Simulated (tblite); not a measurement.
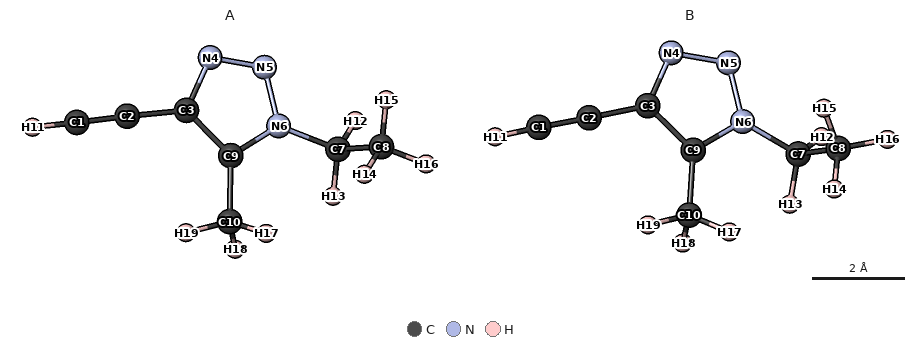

Two geometries of C7H9N3, drawn at one scale. One is the start of a relaxation, the other its converged end. The picture is a ball-and-stick view, seen at a tilt.

All numbers below come from GFN2-xTB geometry optimisation, gas phase in tblite. 

Which one is relaxed?

Structure A is the relaxed one. The largest move after the best rigid fit is that of H15, 0.59 Å. By element the largest moves are H 0.59 Å, N 0.15 Å, C 0.14 Å. Some distances before and after: N4–N5 1.348 → 1.273 Å, C8–H16 1.136 → 1.086 Å, C10–H18 1.124 → 1.091 Å, C2–C3 1.432 → 1.406 Å. Bond angles that change, for instance: N5–N6–C7 129.7° → 121.1°, C7–N6–C9 121.5° → 128.8°, N6–C7–H12 112.9° → 106.8°. Groups turn about C7–C8 by about 40°. After 87 geometry steps the energy has fallen by 14.0 kcal/mol.
